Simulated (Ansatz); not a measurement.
**InCNClF (SMILES N#[C][In]([F])[Cl]): the energy, rung by rung**

InCNClF: 5 atoms, total charge 0, spin state singlet. SMILES: `N#[C][In]([F])[Cl]`. Geometry: optimised at r2SCAN/def2-SVP.

```xyz
5

N    -1.4038    1.4720    1.6598
C    -0.7855    0.7990    0.9363
In    0.3296   -0.4073   -0.3709
F     0.4419   -2.3179   -0.0410
Cl    1.4677    0.3806   -2.2257
```

Quantity: the dissociation energy of the In3–C2 bond into doublet InClF and doublet CN (shapes relaxed at r2SCAN/def2-SVP, no zero-point term), in eV. The values are calculated.

```
                              level                    kind  program  value (eV)
       HF/def2-SVP (core potential)            Hartree–Fock   Ansatz        3.13
    SVWN5/def2-SVP (core potential)                     LDA   Ansatz        4.25
   r2SCAN/def2-SVP (core potential)                meta-GGA   Ansatz        3.75
    B3LYP/def2-SVP (core potential)           global hybrid   Ansatz        3.78
CAM-B3LYP/def2-SVP (core potential)  range-separated hybrid   Ansatz        4.07
  wB97M-V/def2-SVP (core potential)  range-separated hybrid   Ansatz        4.30
   B2PLYP/def2-SVP (core potential)           double hybrid   Ansatz        3.98
  RPA@PBE/def2-SVP (core potential)                     RPA   Ansatz        3.65
```

Spin-orbit coupling is left out. The values span 3.13 to 4.30 eV. Spin contamination of the reference (⟨S²⟩ at least 0.1 too high) touches HF/def2-SVP (up to 0.43 too high). Hartree–Fock misses the correlation of the electron pair that is broken and comes out low. Measured bond enthalpies also hold zero-point and thermal terms, a few tenths of an eV less.

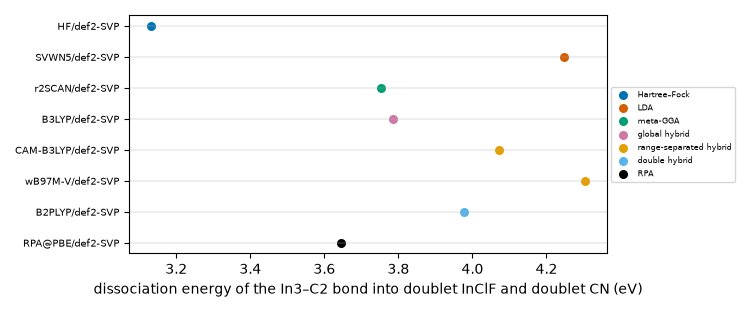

The values of the table, level by level.
